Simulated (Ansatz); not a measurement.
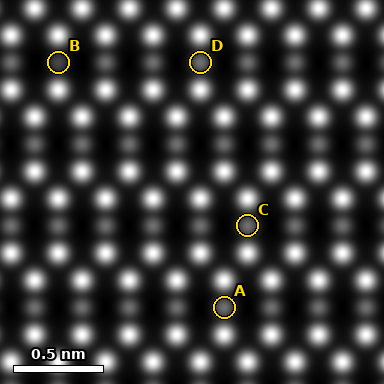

Dark-field STEM-like image of ZrPb₂ (P6/mmm, No. 191) along [101]. The image is simulated as a sum over atoms of Z^1.8, blurred by a 0.81 Å probe (no channelling). The probe carries 15 % of its weight in a tail 2.5 times as wide. The display is stretched by a gamma of 0.65; percentages refer to the linear signal.

The sample is 2 repeats (12.4 Å) thick. One point defect was put into the perfect crystal, without relaxing the atoms around it. Brightness is counted from the darkest point of the image. Host structure: the geometry relaxed with Ansatz, DFT PBEsol, scalar-relativistic, plane waves, PAW; the starting structure was generated, so it need not be a known form of this composition.

### Which ringed column holds the defect, and does it scatter more or less than its equals?

B; it scatters less. The column holds 2 atoms (Zr) through the sample, and one Zr atom is missing, so its peak drops to about 50 % of that of its equals.
